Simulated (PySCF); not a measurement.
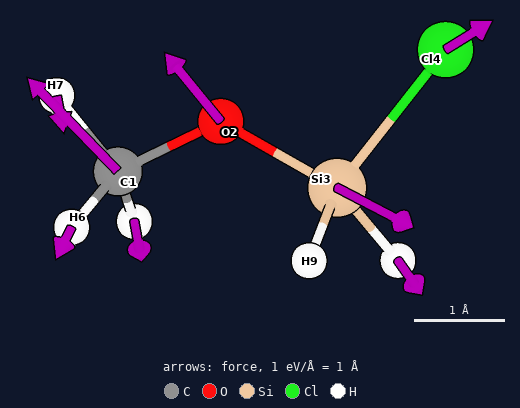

Starting geometry of CH$_{5}$ClOSi with the computed forces as purple arrows. Style: ball-and-stick. Shown at a tilt.

The start comes from GFN2-xTB. Its atoms were then displaced at random by about 0.01 Å.

Theory: PBE0-D3(BJ)/def2-SVP geometry optimisation, gas phase in PySCF. 

What follows when this structure is relaxed?

Answer. It isn't relaxed: the largest force vector, on the C atom, is 1.48 eV/Å. The final displacements follow the starting forces only in part (cosine between the two patterns 0.36). The energy falls by 0.112 eV in 10 geometry steps. The largest move after the best rigid fit is that of the Cl atom, 0.15 Å. Largest moves by element: Cl 0.15 Å, H 0.10 Å, O 0.09 Å, Si 0.04 Å, C 0.02 Å. Some distances before and after: O–Si 1.601 → 1.651 Å, H–Si 1.457 → 1.490 Å, C–O 1.377 → 1.402 Å, Cl–Si 2.030 → 2.052 Å. Bond angles that change, for instance: O–Si–Cl 103.0° → 106.7°, C–O–Si 128.6° → 125.0°, H–C–H 110.5° → 108.2°.
